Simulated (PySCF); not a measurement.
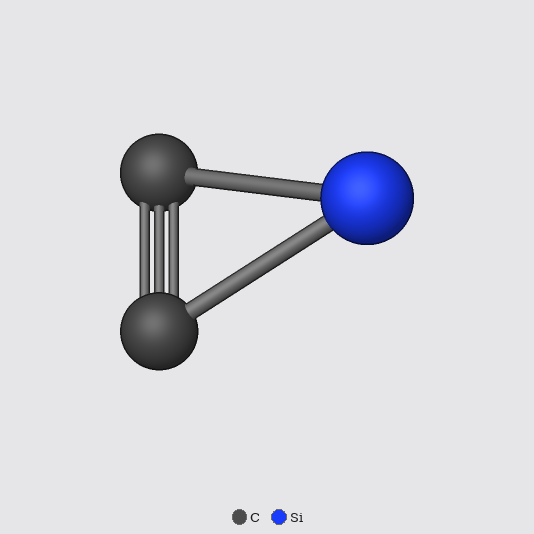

The geometry was computed by an optimisation with PBE0-D3(BJ)/def2-SVP. No frequency run is at hand to confirm it as a minimum.

Give the structural formula.

SMILES: C1#C[Si]1

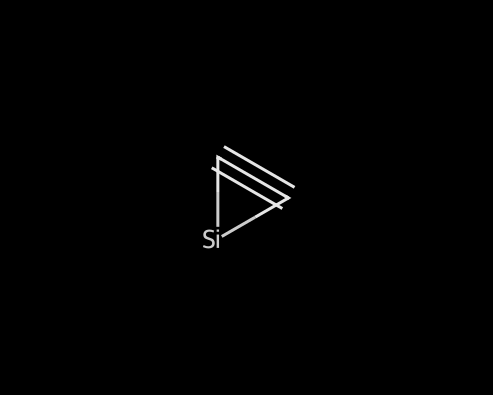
